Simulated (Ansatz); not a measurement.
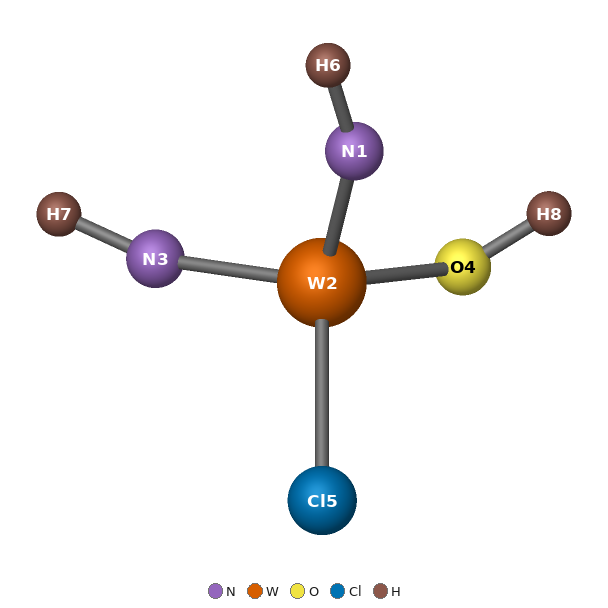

Charge 0, singlet. Sticks follow a distance rule. Harmonic vibrations computed with RKS PBE0-D4/def2-TZVP, core potentials on W (Ansatz 0.2.0) at a stationary point of the same level.

**Is this a minimum or a saddle point?**

A minimum: no imaginary frequency, and the lowest mode lies at 149 cm⁻¹.

**List the wavenumbers.**

18 modes: 149, 184, 233, 252, 283, 340, 400, 420, 580, 636, 685, 704, 739, 996, 1043, 3652, 3666, 3899 cm⁻¹.
